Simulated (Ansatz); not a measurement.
## Geometry relaxation, with input and output: C₅H₈AlClO₃ (part 1 of 3)

The run: geometry relaxation of C₅H₈AlClO₃, SMILES CC1=CC(C)=[O+][Al-]([OH])([Cl])[O]1. Method and program: RKS PBE-D4/def2-SVP (Ansatz 0.2.0).

The geometry: force-field start. Figures and captions count atoms from 1; the log counts them from 0 in places.

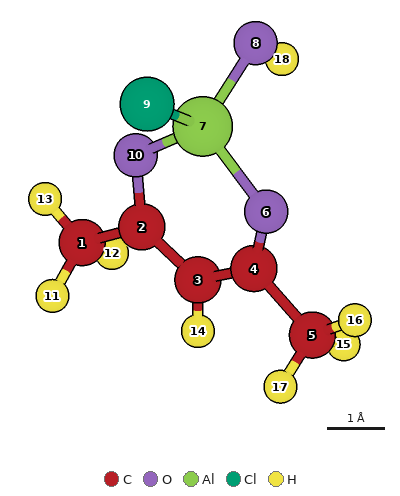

Fig. 1: The structure as given in the input (ball-and-stick view, seen at a tilt; atoms are numbered from 1 in the order of the input). Sticks mark near contacts. Bond lengths as drawn: Al–Cl 2.22 Å, Al–O 1.81 to 1.87 Å, C–C 1.38 to 1.56 Å, C–H 1.01 to 1.15 Å, C–O 1.27 to 1.43 Å and H–O 1.00 Å.

**Input file**
```yaml
crystal:
  periodic: [false, false, false]
  atoms:
    - {symbol: C, position_ang: [2.121200, -1.219800, -1.365100]}
    - {symbol: C, position_ang: [1.121800, -0.460200, -0.466700]}
    - {symbol: C, position_ang: [-0.170900, -0.221900, -0.900000]}
    - {symbol: C, position_ang: [-1.130000, 0.493800, -0.114400]}
    - {symbol: C, position_ang: [-2.536200, 0.655500, -0.780400]}
    - {symbol: O, position_ang: [-1.047500, 0.955100, 1.062200]}
    - {symbol: Al, position_ang: [0.556100, 0.796100, 2.008600]}
    - {symbol: O, position_ang: [0.333600, -0.228000, 3.491300]}
    - {symbol: Cl, position_ang: [1.338100, 2.802100, 2.565200]}
    - {symbol: O, position_ang: [1.609600, -0.058100, 0.810600]}
    - {symbol: H, position_ang: [2.198900, -0.595100, -2.293500]}
    - {symbol: H, position_ang: [1.694100, -2.174900, -1.603400]}
    - {symbol: H, position_ang: [3.012800, -1.266600, -0.902000]}
    - {symbol: H, position_ang: [-0.440400, -0.558500, -1.858500]}
    - {symbol: H, position_ang: [-2.973200, -0.345100, -1.002500]}
    - {symbol: H, position_ang: [-3.230100, 1.235200, -0.068500]}
    - {symbol: H, position_ang: [-2.410200, 1.279700, -1.697500]}
    - {symbol: H, position_ang: [-0.085300, -1.078000, 3.166400]}
basis:
  gaussian: {orbitals: def2-SVP}
hamiltonian: {xc: pbe, dispersion: d4}
relax: {f_tol: 0.03, max_steps: 200}
```

Launched with:
```bash
ansatz run in.yaml --threads 4 --pin off --events-out ev --progress --plain --max-ram 66560MiB --backend cuda --devices 0, --max-vram 37GiB
```

**The program's output**
```
Functional definition: PBE
  name "PBE"
  cite "Perdew, Burke & Ernzerhof, Phys. Rev. Lett. 77, 3865 (1996) doi:10.1103/PhysRevLett.77.3865"
  parent pbe
  parameter kappa = 0.804
  parameter beta = 0.06672455060314922
  exchange = pbe_x(kappa = kappa, mu = beta*pi^2/3)
  correlation = pbe_c(beta = beta)
2071 factors; their error is unknown
mean field evaluation 1: about -30525.1672 eV, gradient 9.8e1 eV
mean field evaluation 2: about -30423.1137 eV, gradient 2.0e2 eV
mean field evaluation 4: about -30544.2069 eV, gradient 1.4e1 eV
mean field evaluation 8: about -30544.8197 eV, gradient 1.1e0 eV
mean field evaluation 16: about -30544.7101 eV, gradient 5.0e-3 eV
mean field -30544.71005673 eV, -1122.4973906368 hartree, gradient 5.9e-5 eV, S^2 0.000000; 0 other end points of the search recorded, 0 dependent functions left out
the calculation of the forces begins
reference -30544.71010983 eV, -1122.4973925880 hartree; 46, 46 occupied and 142, 142 virtual orbitals, 2071 factors
relax step   1: F+E_penalty+E_count = -30545.21862692 eV  Δ(F+E_penalty+E_count) = +0.000e0 eV  max|allowed force component| = 4.281e0 eV/Å  Δτ_max = 0.0000 Å  (34 SCF iters, accepted)
these checks for a lower state are left out or cut short: starts, cluster_reference, orbital_swaps, neighbouring_geometries, increment
2071 factors; their error is unknown
mean field -30545.55813957 eV, -1122.5285571062 hartree, gradient 2.2e-5 eV, S^2 0.000000; 0 other end points of the search recorded, 0 dependent functions left out
[... from here on the field's lines of each further geometry are left out, up to the last ...]
relax step   2: F+E_penalty+E_count = -30546.07256208 eV  Δ(F+E_penalty+E_count) = -8.539e-1 eV  max|allowed force component| = 2.200e0 eV/Å  Δτ_max = 0.1316 Å  (32 SCF iters, accepted)
relax step   3: F+E_penalty+E_count = -30546.23990369 eV  Δ(F+E_penalty+E_count) = -1.673e-1 eV  max|allowed force component| = 1.043e0 eV/Å  Δτ_max = 0.1022 Å  (33 SCF iters, accepted)
relax step   4: F+E_penalty+E_count = -30546.29400797 eV  Δ(F+E_penalty+E_count) = -5.410e-2 eV  max|allowed force component| = 3.147e-1 eV/Å  Δτ_max = 0.0976 Å  (32 SCF iters, accepted)
relax step   5: F+E_penalty+E_count = -30546.31309932 eV  Δ(F+E_penalty+E_count) = -1.909e-2 eV  max|allowed force component| = 2.560e-1 eV/Å  Δτ_max = 0.1438 Å  (32 SCF iters, accepted)
relax step   6: F+E_penalty+E_count = -30546.31973300 eV  Δ(F+E_penalty+E_count) = -6.634e-3 eV  max|allowed force component| = 2.996e-1 eV/Å  Δτ_max = 0.0718 Å  (33 SCF iters, accepted)
relax step   7: F+E_penalty+E_count = -30546.32510415 eV  Δ(F+E_penalty+E_count) = -5.371e-3 eV  max|allowed force component| = 1.401e-1 eV/Å  Δτ_max = 0.1267 Å  (32 SCF iters, accepted)
relax step   8: F+E_penalty+E_count = -30546.29691508 eV  Δ(F+E_penalty+E_count) = +2.819e-2 eV  max|allowed force component| = 5.247e-1 eV/Å  Δτ_max = 0.1954 Å  (31 SCF iters, rejected (line search))
relax step   9: F+E_penalty+E_count = -30546.32618766 eV  Δ(F+E_penalty+E_count) = -1.084e-3 eV  max|allowed force component| = 1.704e-1 eV/Å  Δτ_max = 0.0976 Å  (33 SCF iters, accepted)
relax step  10: F+E_penalty+E_count = -30546.33202589 eV  Δ(F+E_penalty+E_count) = -5.838e-3 eV  max|allowed force component| = 1.054e-1 eV/Å  Δτ_max = 0.0406 Å  (33 SCF iters, accepted)
relax step  11: F+E_penalty+E_count = -30546.33379280 eV  Δ(F+E_penalty+E_count) = -1.767e-3 eV  max|allowed force component| = 1.711e-1 eV/Å  Δτ_max = 0.0869 Å  (32 SCF iters, accepted)
relax step  12: F+E_penalty+E_count = -30546.33851760 eV  Δ(F+E_penalty+E_count) = -4.725e-3 eV  max|allowed force component| = 1.350e-1 eV/Å  Δτ_max = 0.0348 Å  (33 SCF iters, accepted)
relax step  13: F+E_penalty+E_count = -30546.35060226 eV  Δ(F+E_penalty+E_count) = -1.208e-2 eV  max|allowed force component| = 4.766e-2 eV/Å  Δτ_max = 0.1303 Å  (32 SCF iters, accepted)
relax step  14: F+E_penalty+E_count = -30546.35403691 eV  Δ(F+E_penalty+E_count) = -3.435e-3 eV  max|allowed force component| = 8.552e-2 eV/Å  Δτ_max = 0.0545 Å  (32 SCF iters, accepted)
relax step  15: F+E_penalty+E_count = -30546.33227290 eV  Δ(F+E_penalty+E_count) = +2.176e-2 eV  max|allowed force component| = 6.707e-1 eV/Å  Δτ_max = 0.1954 Å  (31 SCF iters, rejected (line search))
relax step  16: F+E_penalty+E_count = -30546.35967986 eV  Δ(F+E_penalty+E_count) = -5.643e-3 eV  max|allowed force component| = 2.040e-1 eV/Å  Δτ_max = 0.0977 Å  (32 SCF iters, accepted)
relax step  17: F+E_penalty+E_count = -30546.36442375 eV  Δ(F+E_penalty+E_count) = -4.744e-3 eV  max|allowed force component| = 1.806e-1 eV/Å  Δτ_max = 0.0974 Å  (32 SCF iters, accepted)
relax step  18: F+E_penalty+E_count = -30546.35925620 eV  Δ(F+E_penalty+E_count) = +5.168e-3 eV  max|allowed force component| = 3.706e-1 eV/Å  Δτ_max = 0.0782 Å  (32 SCF iters, rejected (line search))
relax step  19: F+E_penalty+E_count = -30546.37026796 eV  Δ(F+E_penalty+E_count) = -5.844e-3 eV  max|allowed force component| = 7.913e-2 eV/Å  Δτ_max = 0.0391 Å  (33 SCF iters, accepted)
relax step  20: F+E_penalty+E_count = -30546.37469593 eV  Δ(F+E_penalty+E_count) = -4.428e-3 eV  max|allowed force component| = 1.619e-2 eV/Å  Δτ_max = 0.0750 Å  (32 SCF iters, accepted)
relax step  21: F+E_penalty+E_count = -30546.37658135 eV  Δ(F+E_penalty+E_count) = -1.885e-3 eV  max|allowed force component| = 2.003e-1 eV/Å  Δτ_max = 0.1100 Å  (32 SCF iters, accepted)
relax step  22: F+E_penalty+E_count = -30546.37854672 eV  Δ(F+E_penalty+E_count) = -1.965e-3 eV  max|allowed force component| = 8.263e-2 eV/Å  Δτ_max = 0.0122 Å  (34 SCF iters, accepted)
relax step  23: F+E_penalty+E_count = -30546.37998812 eV  Δ(F+E_penalty+E_count) = -1.441e-3 eV  max|allowed force component| = 3.000e-2 eV/Å  Δτ_max = 0.0427 Å  (32 SCF iters, accepted)
relax step  24: F+E_penalty+E_count = -30546.37970436 eV  Δ(F+E_penalty+E_count) = +2.838e-4 eV  max|allowed force component| = 1.794e-1 eV/Å  Δτ_max = 0.1091 Å  (31 SCF iters, rejected (line search))
relax step  25: F+E_penalty+E_count = -30546.38098259 eV  Δ(F+E_penalty+E_count) = -9.945e-4 eV  max|allowed force component| = 7.293e-2 eV/Å  Δτ_max = 0.0538 Å  (32 SCF iters, accepted)
relax step  26: F+E_penalty+E_count = -30546.38066628 eV  Δ(F+E_penalty+E_count) = +3.163e-4 eV  max|allowed force component| = 1.574e-1 eV/Å  Δτ_max = 0.0957 Å  (32 SCF iters, rejected (line search))
relax step  27: F+E_penalty+E_count = -30546.36604197 eV  Δ(F+E_penalty+E_count) = +1.494e-2 eV  max|allowed force component| = 6.845e-1 eV/Å  Δτ_max = 0.0479 Å  (32 SCF iters, rejected (line search))
relax step  28: F+E_penalty+E_count = -30546.38153674 eV  Δ(F+E_penalty+E_count) = -5.542e-4 eV  max|allowed force component| = 1.587e-2 eV/Å  Δτ_max = 0.0239 Å  (33 SCF iters, accepted)
relax step  29: F+E_penalty+E_count = -30546.38193273 eV  Δ(F+E_penalty+E_count) = -3.960e-4 eV  max|allowed force component| = 3.954e-2 eV/Å  Δτ_max = 0.0488 Å  (32 SCF iters, accepted)
the calculation of the forces begins
reference -30545.86374903 eV, -1122.5397880466 hartree; 46, 46 occupied and 142, 142 virtual orbitals, 2071 factors
relax step  30: F+E_penalty+E_count = -30546.38205653 eV  Δ(F+E_penalty+E_count) = -1.238e-4 eV  max|allowed force component| = 2.648e-2 eV/Å  Δτ_max = 0.0136 Å  (35 SCF iters, accepted)
```

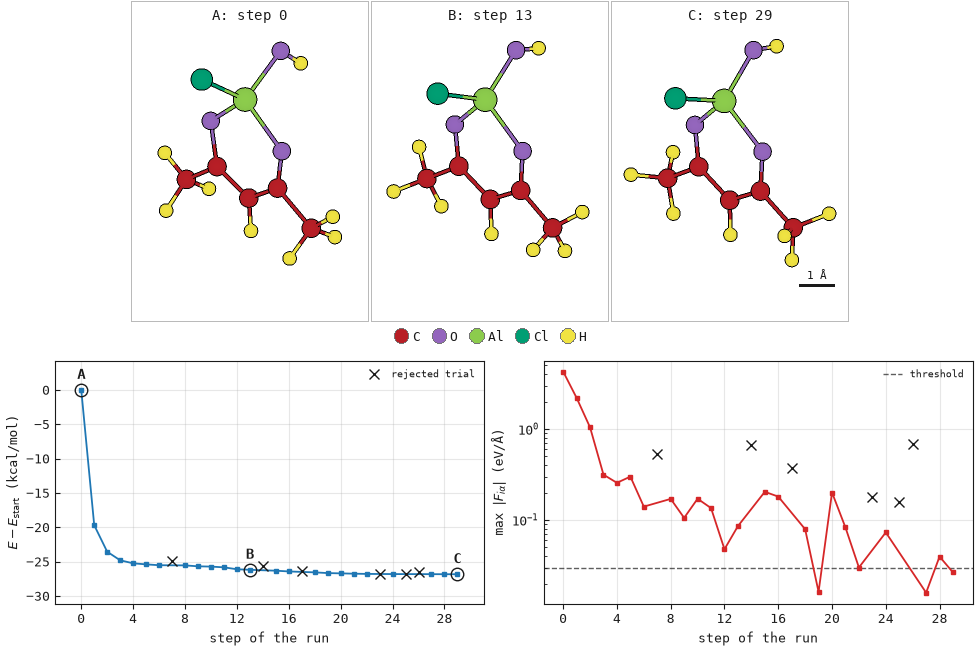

Fig. 2: Frames of the relaxation (ball-and-stick view, seen at a tilt) above the curves, on which the letters mark them (the first geometry is step 0 here and step 1 in the log).

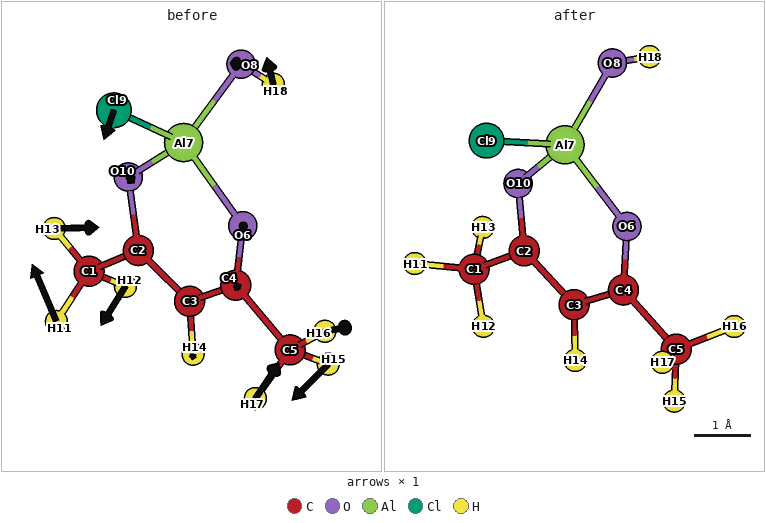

Fig. 3: Before (left) and after (right) the relaxation, at one scale (ball-and-stick view, seen at a tilt). The black arrows give the displacements, at true length. After 29 geometry steps the energy has fallen by 26.8 kcal/mol. The largest force component goes from 4.3 to 0.026 eV/Å. The line search rejected the trial steps at points 7, 14, 17, 23, 25, 26 (counted from 0) and went back. H11 moves most after the best rigid fit: 1.12 Å. Largest moves by element: H 1.12 Å, Cl 0.59 Å, O 0.32 Å, C 0.14 Å, Al 0.05 Å. Distances before and after: C2–O10 1.425 → 1.292 Å, C1–H13 1.006 → 1.109 Å, Al7–Cl9 2.224 → 2.121 Å, Al7–O8 1.816 → 1.714 Å. Among the angles that change: Al7–O8–H18 105.4° → 124.4°, C4–O6–Al7 119.7° → 126.7°, C3–C4–O6 130.4° → 123.7°. (Atoms are counted from 1 in the order of the input.)

```
2071 factors; their error is unknown
mean field -30545.86369761 eV, -1122.5397861570 hartree, gradient 1.9e-5 eV, S^2 0.000000; 1 other end points of the search recorded, 0 dependent functions left out
the calculation of the forces begins
reference -30545.86374903 eV, -1122.5397880466 hartree; 46, 46 occupied and 142, 142 virtual orbitals, 2071 factors
Total energy: -30546.38210794 eV, -1122.5588373855 hartree
Atom 0 at     2.093132    -1.228089    -1.313518 Å, force     0.005968    -0.005769     0.000446 eV/Å
Atom 1 at     1.083588    -0.511057    -0.463588 Å, force     0.009872     0.010034     0.002593 eV/Å
Atom 2 at    -0.216995    -0.249441    -0.946554 Å, force     0.002626    -0.003356    -0.000143 eV/Å
Atom 3 at    -1.213370     0.397444    -0.183695 Å, force    -0.006707    -0.001032     0.008324 eV/Å
Atom 4 at    -2.588697     0.623756    -0.742985 Å, force    -0.015108     0.010694    -0.001483 eV/Å
Atom 5 at    -1.025839     0.830484     1.019380 Å, force     0.002272     0.000021    -0.003751 eV/Å
Atom 6 at     0.570248     0.847741     1.952108 Å, force    -0.000303     0.004215    -0.004293 eV/Å
Atom 7 at     0.470301     0.116401     3.499281 Å, force     0.001573     0.001831     0.008902 eV/Å
Atom 8 at     1.346573     2.821095     1.930967 Å, force     0.000124     0.000326     0.000427 eV/Å
Atom 9 at     1.494019    -0.165054     0.712077 Å, force    -0.003139    -0.005621    -0.006498 eV/Å
Atom 10 at     2.961177    -0.557093    -1.484025 Å, force    -0.011054    -0.009049     0.000886 eV/Å
Atom 11 at     1.682538    -1.552834    -2.286346 Å, force     0.006743     0.001587     0.007445 eV/Å
Atom 12 at     2.482463    -2.105850    -0.757737 Å, force    -0.004330     0.008284    -0.008557 eV/Å
Atom 13 at    -0.472305    -0.583389    -1.960092 Å, force    -0.000787     0.001154    -0.000662 eV/Å
Atom 14 at    -2.725328     0.174155    -1.743117 Å, force    -0.001507     0.009643     0.016550 eV/Å
Atom 15 at    -3.342691     0.214732    -0.039003 Å, force     0.014455     0.006761    -0.017973 eV/Å
Atom 16 at    -2.776941     1.716983    -0.801129 Å, force     0.000902    -0.026477    -0.000424 eV/Å
Atom 17 at     0.140529    -0.778683     3.659777 Å, force    -0.001601    -0.003247    -0.001788 eV/Å
Dipole moment:    -0.468213    -0.868323    -1.036789 e Å
```

**Trajectory as extended XYZ (Å, eV, eV/Å), 27 of the 30 frames kept, from step=1 to step=30**
```
18
Properties=species:S:1:pos:R:3:forces:R:3 step=1 energy=-30545.21863
C     2.1212   -1.2198   -1.3651   -4.1615   2.6235  -0.9880
C     1.1218   -0.4602   -0.4667    2.4081   0.3341   3.1002
C    -0.1709   -0.2219   -0.9000    0.4353   1.2063   2.5093
C    -1.1300    0.4938   -0.1144   -2.4109  -0.6398  -1.9591
C    -2.5362    0.6555   -0.7804    0.3342   0.9128   1.2461
O    -1.0475    0.9551    1.0622    1.0901   0.0846   0.4940
Al    0.5561    0.7961    2.0086    0.4983   0.4702   2.5145
O     0.3336   -0.2280    3.4913   -0.4950  -0.1365  -1.9945
Cl    1.3381    2.8021    2.5652   -0.4938  -1.1155  -0.5013
O     1.6096   -0.0581    0.8106   -1.4896  -1.2382  -4.2812
H     2.1989   -0.5951   -2.2935    0.1109  -0.4478   0.1762
H     1.6941   -2.1749   -1.6034   -0.2637  -1.1117  -0.3565
H     3.0128   -1.2666   -0.9020    3.8210  -0.4154   1.9097
H    -0.4404   -0.5585   -1.8585   -0.5992  -0.5090  -1.6388
H    -2.9732   -0.3451   -1.0025    0.0929   0.2669  -0.1654
H    -3.2301    1.2352   -0.0685    0.7950  -0.7430  -0.7300
H    -2.4102    1.2797   -1.6975   -0.1695  -0.3861   0.0103
H    -0.0853   -1.0780    3.1664    0.4975   0.8445   0.6546
18
Properties=species:S:1:pos:R:3:forces:R:3 step=2 energy=-30546.07256
C     2.1226   -1.1810   -1.3235   -1.2587   0.9620  -0.3000
C     1.1107   -0.4466   -0.4609    1.6608   0.3141   1.9584
C    -0.1910   -0.2093   -0.8893   -0.1943   0.2005   0.7444
C    -1.1740    0.4610   -0.1070   -0.9101   0.3309  -1.1908
C    -2.5486    0.6851   -0.7571    0.3421   0.1209   0.6965
O    -1.0127    0.9584    1.0602    0.4573  -0.2736   0.1532
Al    0.5860    0.7739    2.0175   -0.0926   0.1249   1.4044
O     0.3205   -0.2538    3.4466   -0.0692   0.1576  -1.2520
Cl    1.3203    2.7476    2.4467   -0.1260  -0.4210  -0.1347
O     1.5849   -0.0576    0.7447   -0.9194  -0.6874  -2.1998
H     2.2477   -0.6099   -2.2728    0.0484  -0.1799   0.0846
H     1.7205   -2.1699   -1.5790    0.0415  -0.3698  -0.1059
H     3.0666   -1.2384   -0.8081    0.7955  -0.1721   0.4415
H    -0.4785   -0.5645   -1.8736   -0.1535  -0.1294  -0.4138
H    -3.0145   -0.2932   -0.9960   -0.0174   0.0692  -0.0847
H    -3.2051    1.2519   -0.0527    0.2227  -0.2265  -0.2395
H    -2.4341    1.2699   -1.6956   -0.0133  -0.1353   0.0488
H    -0.0588   -1.1123    3.1518    0.1861   0.3148   0.3896
```
